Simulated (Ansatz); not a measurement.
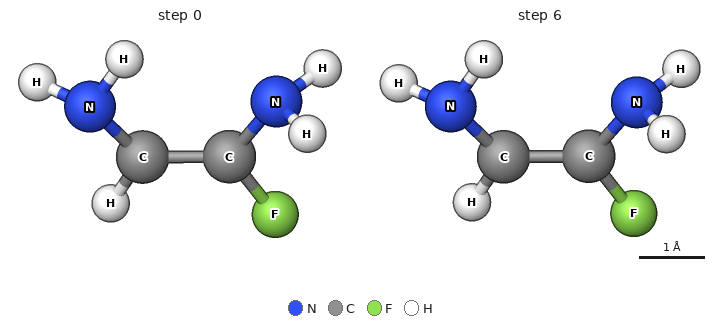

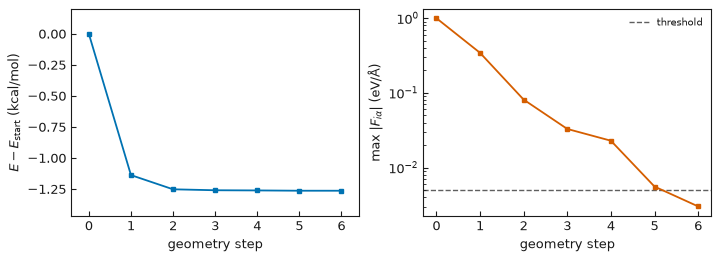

First and last geometry of a relaxation of C2H5FN2, with the history of the run. Style: ball-and-stick. Shown from a free direction.

The start comes from PBE-D4/def2-SVP.

All numbers below come from RKS PBE0-D4/def2-TZVP (Ansatz). Settings: force threshold 0.005 eV/Å; at most 150 steps.

> What do the curves and the structures tell?

It converged. The largest move after the best rigid fit is that of an H atom, 0.031 Å. By element the largest moves are H 0.031 Å, F 0.028 Å, N 0.016 Å, C 0.016 Å. Some distances before and after: C–C 1.353 → 1.328 Å, C–H 1.101 → 1.083 Å, H–N 1.029 → 1.013 Å, C–F 1.375 → 1.364 Å. The energy falls by 1.26 kcal/mol in 6 geometry steps. Largest force component: 1 eV/Å at the start, 0.003 eV/Å at the end. Cost: 14 s on 4 threads of Arm Neoverse V2, on a shared host.

| step | E − E(0), kcal/mol | largest force component, eV/Å |
| --- | --- | --- |
| 0 | 0.00 | 0.9997 |
| 1 | -1.14 | 0.3435 |
| 2 | -1.25 | 0.0812 |
| 3 | -1.26 | 0.0328 |
| 4 | -1.26 | 0.0228 |
| 5 | -1.26 | 0.0056 |
| 6 | -1.26 | 0.0030 |
